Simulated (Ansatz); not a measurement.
F2HSn (SMILES [F][SnH][F]) (doublet)

```yaml
atoms:
  - { symbol: F, position_ang: [0.6742, -1.2256, 1.0472] }
  - { symbol: Sn, position_ang: [-0.5352, -0.0422, 0.1416] }
  - { symbol: F, position_ang: [0.3447, 1.6511, 0.3457] }
  - { symbol: H, position_ang: [-0.4282, -0.4436, -1.5547] }
```

Geometry: PBE0-D4/def2-TZVP; core potentials replace the inner electrons of Sn.

Level of theory: UKS PBE0-D4/def2-TZVPP (Ansatz 0.2.0).

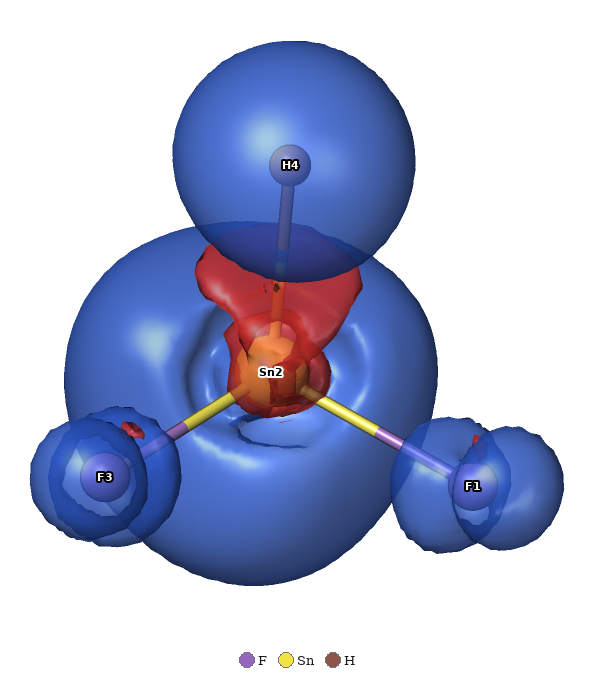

Figure 1. Isosurfaces of the spin density (α minus β) at +0.015 (blue) and −0.015 e/Å³ (red), seen at a tilt.

Q: Which atoms carry the spin?

A: The unpaired spin (1 electron) lies mostly on Sn2 (about 0.7) and H4 (about 0.2), in electrons by Hirshfeld's partition.

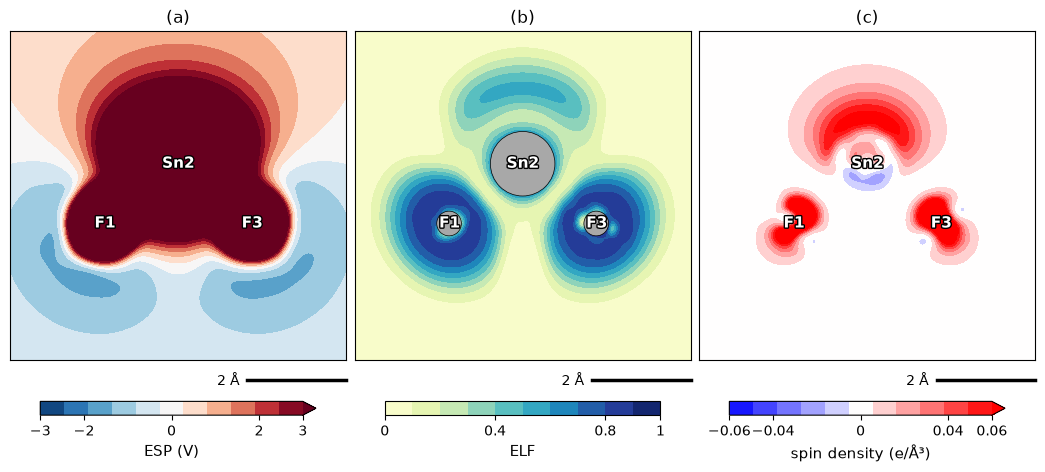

Figure 2. (a) electrostatic potential; (b) electron localisation function; (c) spin density on the plane of atoms F1, Sn2 and F3. Grey discs cover the atomic cores in the ELF map.

Q: What do the fields say about this system?

A:
- Atoms in the plane: F and Sn.
- Sn–F (1.92 Å): the ELF peaks at about 0.80 in the valence shell of F, 0.5 Å from its nucleus, and drops to about 0.15 between the two atoms.
- The ELF also peaks beside F1 and F3, away from the bonds: non-bonding electrons, paired or unpaired.
- Outside the dense part of the molecule the potential is most negative (−1.6 V) near F1 and F3.

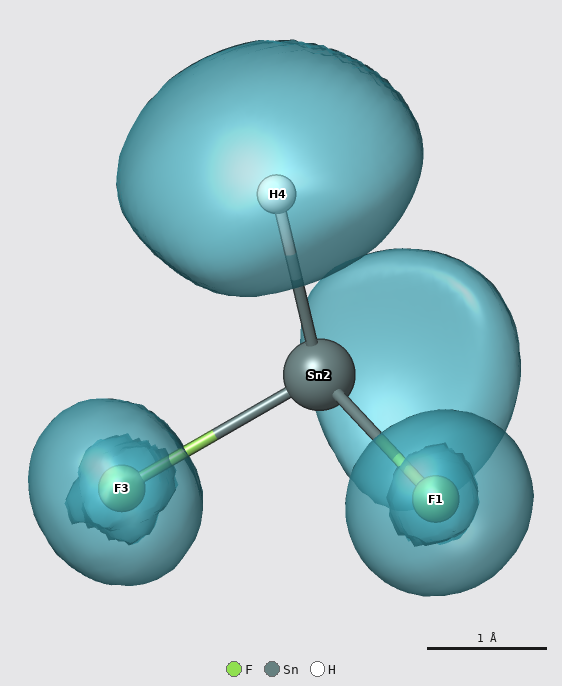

Figure 3. Isosurface of the electron localisation function at 0.75 (cyan), seen at a tilt. Core shells and regions of very low density are left out.

Q: Where are the electrons localised?

A: The ELF exceeds this value in one region around a hydrogen nucleus, one lobe on Sn, pointing away from the bonds (non-bonding electrons) and two regions wrapped around F (the valence shell of each).


 Sn–H (1.75 Å): the ELF climbs to about 1 towards the hydrogen.

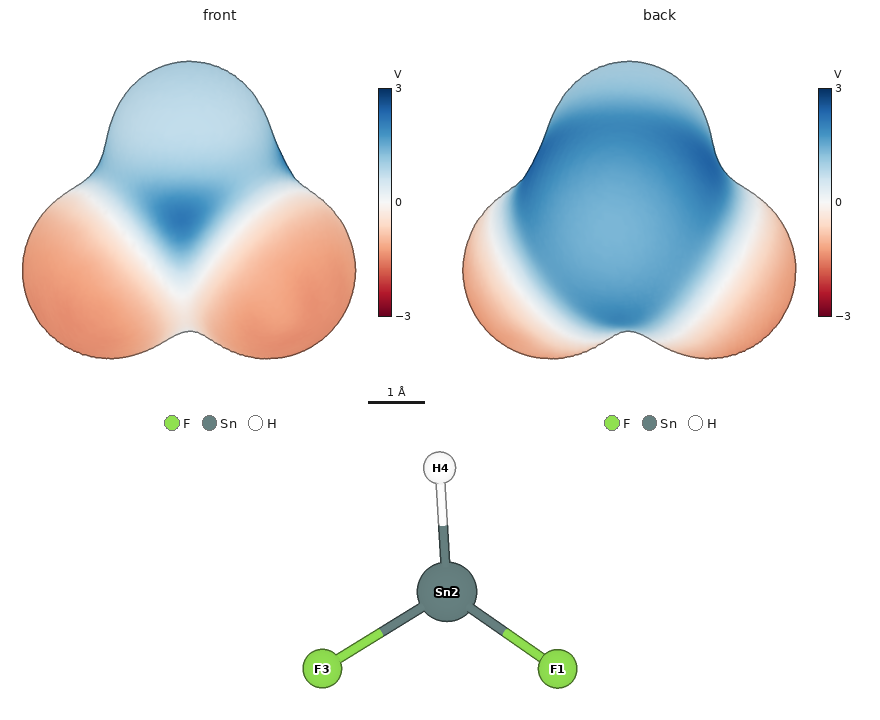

Figure 4. The electrostatic potential painted on the density surface at 0.002 e/bohr³, seen from the front and from behind; the colour scale runs from red (negative) to blue (positive). The bare structure is drawn below in the same view.

Q: Which sites attract a positive test charge, and which a negative one?

A: A positive charge is drawn to the negative regions and a negative charge to the positive ones. The most negative region (about −1.4 V) lies over F1 and F3, the most positive (about +2.3 V) over Sn2.
